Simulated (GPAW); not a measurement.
# Run report: C2H4NSi (charge −1), property calculation (part 2 of 2)

C2H4NSi, charge −1; RPBE/dzp, scalar-relativistic datasets (GPAW 26.7.0). The geometry comes from this level: GFN2-xTB.

Geometry of the input (Å):
```
C  0.2791  1.8539  -1.1894
C  0.1775  1.0834  -0.2607
Si 0.5512  -0.1699  1.0814
N  -0.1004  -1.7242  0.4693
H  0.3019  2.5461  -1.9946
H  -0.5694  0.1729  2.0461
H  0.4345  -2.0671  -0.3206
H  -1.0743  -1.6950  0.1685
```

Output, continued
```
Atoms  # Å, Bohr magnetons
|   | symbol |        x |         y |        z |    initial magnetic moments |
|---|--------|----------|-----------|----------|-----------------------------|
| 0 |      C | 6.853350 |  9.421050 | 6.305230 | ( 0.0000,  0.0000,  0.0000) |
| 1 |      C | 6.751820 |  8.650510 | 7.233920 | ( 0.0000,  0.0000,  0.0000) |
| 2 |     Si | 7.125520 |  7.397190 | 8.575990 | ( 0.0000,  0.0000,  0.0000) |
| 3 |      N | 6.473870 |  5.842880 | 7.963980 | ( 0.0000,  0.0000,  0.0000) |
| 4 |      H | 6.876190 | 10.113160 | 5.500000 | ( 0.0000,  0.0000,  0.0000) |
| 5 |      H | 6.004890 |  7.739960 | 9.540750 | ( 0.0000,  0.0000,  0.0000) |
| 6 |      H | 7.008760 |  5.500000 | 7.174060 | ( 0.0000,  0.0000,  0.0000) |
| 7 |      H | 5.500000 |  5.872120 | 7.663110 | ( 0.0000,  0.0000,  0.0000) |

Unit cell  # Å
| periodic |         x |         y |         z |   lengths |    angles |
|----------|-----------|-----------|-----------|-----------|-----------|
|       no | 12.625520 |  0.000000 |  0.000000 | 12.625520 | 90.000000 |
|       no |  0.000000 | 15.613160 |  0.000000 | 15.613160 | 90.000000 |
|       no |  0.000000 |  0.000000 | 15.040750 | 15.040750 | 90.000000 |

Number of symmetries: 1
Symmetry operations  # r_c * U_cc + t_c -> r_c
|   | kind |            matrix            |
|---|------|------------------------------|
| 0 |  E   |  1, 0, 0,  0, 1, 0,  0, 0, 1 |

BZ-sampling:
  Number of BZ points: 1
  Number of IBZ points: 1

  Monkhorst-Pack size: [1, 1, 1]
  Monkhorst-Pack shift: [0, 0, 0]

K-points  # in reciprocal-cell coordinates
|   |                                coordinates |     weight |
|---|--------------------------------------------|------------|
| 0 | (  0.00000000,   0.00000000,   0.00000000) | 1.00000000 |

basis functions: 72
Spin-components: 1 (collinear spins)
Bands:           18
Projectors:      32
Spin-degeneracy: 2
Datatype:        <class 'float'>

  Storage: CPU
  Wave functions: 10_368 bytes (10_368 per core)

Parallelization:
  kpt:    1
  domain: 1
  band:   1

Density:
  Valence electrons: 21.0
  Components: 1
  Grid points: [64 80 76]
  Charge: -1.0  # |e|

Potential:
  Grid points: [64 80 76]

species:
  C:
    name:    Carbon
    Z:       6.0
    valence: 4
    core:    2
    charge:  0.0  # [|e|]
    file:    C.RPBE.gz
    compensation charges:
      type: gauss
      rc: 0.20  # [Å]
      lmax: 2
    cutoffs:
      filter: 1.14  # [Å]
      core: 1.14  # [Å]
    projectors
    | kind |    occ | energy [eV] | rcut [Å] |
    |------|--------|-------------|----------|
    |   2s |  2.000 |     -13.815 |    0.635 |
    |   2p |  2.000 |      -5.254 |    0.635 |
    |    s |        |      13.396 |    0.635 |
    |    p |        |      21.957 |    0.635 |
    |    d |        |       0.000 |    0.635 |

    LCAO basis set for C:
      Name: dzp
      File: C.dzp.basis.gz
      Number of radial functions: 5
      Number of spherical harmonics: 13
        l=0, rc=5.5469 Bohr: 2s-sz confined orbital
        l=1, rc=6.6719 Bohr: 2p-sz confined orbital
        l=0, rc=3.0312 Bohr: 2s-dz split-valence wave
        l=1, rc=3.7500 Bohr: 2p-dz split-valence wave
        l=2, rc=6.6719 Bohr: d-type Gaussian polarization
      Number of RI-basis functions 0

  Si:
    name:    Silicon
    Z:       14.0
    valence: 4
    core:    10
    charge:  0.0  # [|e|]
    file:    Si.RPBE.gz
    compensation charges:
      type: gauss
      rc: 0.33  # [Å]
      lmax: 2
    cutoffs:
      filter: 1.86  # [Å]
      core: 2.06  # [Å]
    projectors
    | kind |    occ | energy [eV] | rcut [Å] |
    |------|--------|-------------|----------|
    |   3s |  2.000 |     -10.793 |    1.058 |
    |   3p |  2.000 |      -4.075 |    1.058 |
    |    s |        |      16.418 |    1.058 |
    |    p |        |      23.136 |    1.058 |
    |    d |        |       0.000 |    1.058 |

    LCAO basis set for Si:
      Name: dzp
      File: Si.dzp.basis.gz
      Number of radial functions: 5
      Number of spherical harmonics: 13
        l=0, rc=6.8594 Bohr: 3s-sz confined orbital
        l=1, rc=9.0625 Bohr: 3p-sz confined orbital
        l=0, rc=3.8906 Bohr: 3s-dz split-valence wave
        l=1, rc=5.2344 Bohr: 3p-dz split-valence wave
        l=2, rc=9.0625 Bohr: d-type Gaussian polarization
      Number of RI-basis functions 0

  N:
    name:    Nitrogen
    Z:       7.0
    valence: 5
    core:    2
    charge:  0.0  # [|e|]
    file:    N.RPBE.gz
    compensation charges:
      type: gauss
      rc: 0.18  # [Å]
      lmax: 2
    cutoffs:
      filter: 1.11  # [Å]
      core: 0.96  # [Å]
    projectors
    | kind |    occ | energy [eV] | rcut [Å] |
    |------|--------|-------------|----------|
    |   2s |  2.000 |     -18.658 |    0.603 |
    |   2p |  3.000 |      -7.050 |    0.529 |
    |    s |        |       8.553 |    0.603 |
    |    p |        |      20.161 |    0.529 |
    |    d |        |       0.000 |    0.577 |

    LCAO basis set for N:
      Name: dzp
      File: N.dzp.basis.gz
      Number of radial functions: 5
      Number of spherical harmonics: 13
        l=0, rc=4.8594 Bohr: 2s-sz confined orbital
        l=1, rc=6.0625 Bohr: 2p-sz confined orbital
        l=0, rc=2.6094 Bohr: 2s-dz split-valence wave
        l=1, rc=3.2656 Bohr: 2p-dz split-valence wave
        l=2, rc=6.0625 Bohr: d-type Gaussian polarization
      Number of RI-basis functions 0

  H:
    name:    Hydrogen
    Z:       1.0
    valence: 1
    core:    0
    charge:  0.0  # [|e|]
    file:    H.RPBE.gz
    compensation charges:
      type: gauss
      rc: 0.15  # [Å]
      lmax: 2
    cutoffs:
      filter: 0.85  # [Å]
      core: 0.53  # [Å]
    projectors
    | kind |    occ | energy [eV] | rcut [Å] |
    |------|--------|-------------|----------|
    |   1s |  1.000 |      -6.572 |    0.476 |
    |    s |        |      20.639 |    0.476 |
    |    p |        |       0.000 |    0.476 |

    LCAO basis set for H:
      Name: dzp
      File: H.dzp.basis.gz
      Number of radial functions: 3
      Number of spherical harmonics: 5
        l=0, rc=6.4219 Bohr: 1s-sz confined orbital
        l=0, rc=3.6094 Bohr: 1s-dz split-valence wave
        l=1, rc=6.4219 Bohr: p-type Gaussian polarization
      Number of RI-basis functions 0

Reference energy: -11482.770245  # eV

eigensolver:
  <gpaw.new.lcao.eigensolver.LCAOEigensolver object at 0xfbb60f9ad370>
density mixing:
  MSR1-Mixer
  Pratt-step length: 0.05
  Maximum mixing coefficient: 0.75
  Old densities: 10
  SVD Regularization: 0.005
  Good broyden scale: 1.0
  Trust region scale: 1.0
  Backstep threshold: 4.0
  History deletion threshold: 6.0
  Fourier metric: weight=20.0, sigma=0.015

occupation numbers:
  # Zero width

FastPoissonSolver using
    Stencil: 6*3+1=19 point O(h^6) finite-difference Laplacian
    FFT axes: []
    FST axes: [np.int64(0), np.int64(2), np.int64(1)]

xc functional:
  name: RPBE with 2 nearest neighbor stencil
interpolation: tri-quintic # 5. degree polynomial

Initialization done in: 7.649 s

convergence criteria:
- Maximum [total energy] change in last 3 cyles: 0.0005 eV / valence electron
- Maximum integral of absolute [dens]ity change: 0.0001 electrons / valence electron
- Maximum integral of absolute [eigenst]ate change: 4e-08 eV^2 / valence electron
maximum number of iterations: 100

SCF iterations
|iter     |     time |      energy | eigst |  dens |
|---------|----------|-------------|-------|-------|
|iter:   1| 00:00:08 |  -41.805071 |      c|       |
|iter:   2| 00:00:09 |  -41.562483 |      c| -0.76 |
|iter:   3| 00:00:10 |  -40.503607 |      c| -0.79 |
|iter:   4| 00:00:11 |  -40.501644 |      c| -1.40 |
|iter:   5| 00:00:12 |  -40.502756c|      c| -1.95 |
|iter:   6| 00:00:12 |  -40.502009c|      c| -2.42 |
|iter:   7| 00:00:13 |  -40.501964c|      c| -2.89 |
|iter:   8| 00:00:14 |  -40.501958c|      c| -3.28 |
|iter:   9| 00:00:15 |  -40.501959c|      c| -3.91 |
|iter:  10| 00:00:16 |  -40.501959c|      c| -4.44c|

Converged in 10 steps
SCF loop duration: 7.969 s (0.797 s/step)
Energy contributions relative to reference atoms: (reference = -11482.770245)

Energy contributions:
  Kinetic:          48.060212
  Coulomb:         -43.648343
  Zero:              0.553044
  External:          0.000000
  Xc:              -45.466873
  Entropy:           0.000000
  Spinorbit:         0.000000
  ----------------------------
  Free energy:     -40.501959
  Extrapolated:    -40.501959

dipole moment: (-7.129068, -7.696602, -8.369501)  # |e|*Ang

Fermi level: 3.268
Eigenvalues  # (at kpt = [0.000, 0.000, 0.000])
| band index |      eig [eV] | occ [0-2] |
|------------|---------------|-----------|
|          0 |       -15.360 |     2.000 |
|        ... |               |           |
|          3 |        -6.647 |     2.000 |
|          4 |        -6.195 |     2.000 |
|          5 |        -3.983 |     2.000 |
|          6 |        -2.416 |     2.000 |
|          7 |        -1.562 |     2.000 |
|          8 |        -1.247 |     2.000 |
|          9 |        -0.341 |     2.000 |
|         10 |         1.652 |     2.000 |
|         11 |         4.884 |     0.000 |
|         12 |         5.559 |     0.000 |
|         13 |         6.557 |     0.000 |
|         14 |         6.852 |     0.000 |
|         15 |         7.475 |     0.000 |
|         16 |         7.989 |     0.000 |
|         17 |         8.039 |     0.000 |

Gap: 3.232 eV
Transition (v -> c):
  (s=0, k=0, n=10, [0.00, 0.00, 0.00]) -> (s=0, k=0, n=11, [0.00, 0.00, 0.00])
No difference between direct/indirect transitions
vacuum-level: 0.000  # V
Energy: -40.50196 eV

Forces  # eV/Ang
|        x |        y |        z |
|----------|----------|----------|
|  0.23483 |  1.92989 | -2.28418 |  # C    0
| -0.50365 | -1.95212 |  2.49367 |  # C    1
|  1.42002 |  0.23402 |  0.74891 |  # Si   2
| -0.42920 | -0.81846 |  0.91605 |  # N    3
|  0.00084 |  0.72108 | -0.86672 |  # H    4
| -0.53364 |  0.14694 |  0.29077 |  # H    5
|  0.52209 | -0.31858 | -0.72730 |  # H    6
| -0.77099 |  0.03927 | -0.39233 |  # H    7

Force computation time: 0.264  # s
Forces (eV/Ang)
C     0.2348    1.9299   -2.2842
C    -0.5036   -1.9521    2.4937
Si    1.4200    0.2340    0.7489
N    -0.4292   -0.8185    0.9160
H     0.0008    0.7211   -0.8667
H    -0.5336    0.1469    0.2908
H     0.5221   -0.3186   -0.7273
H    -0.7710    0.0393   -0.3923
HOMO: 1.652 eV
LUMO = 4.884 eV
Gap                     3.232 eV
```

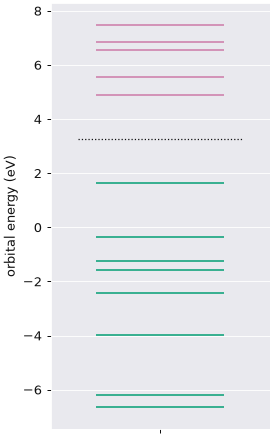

Figure 1. Orbital energies near the frontier; the dotted line parts filled from empty levels, and levels within 0.02 eV of each other stand side by side. Highest filled 1.65 eV, lowest empty 4.88 eV, 3.23 eV apart.

Summary

| quantity | value |
| --- | --- |
| outcome | converged |
| energy relative to the program's reference atoms | −40.5020 eV |
| basis functions | 72 |
| largest force | 3.207 eV/Å |
| HOMO | 1.65 eV |
| LUMO | 4.88 eV |
| hardware | 1 thread of Arm Neoverse V1, 24 GiB of memory available, shared host |
| wall time | 17 s |
| peak memory | 0.98 GiB |

Notes

Further notes kept with the run: highest occupied level above vacuum.
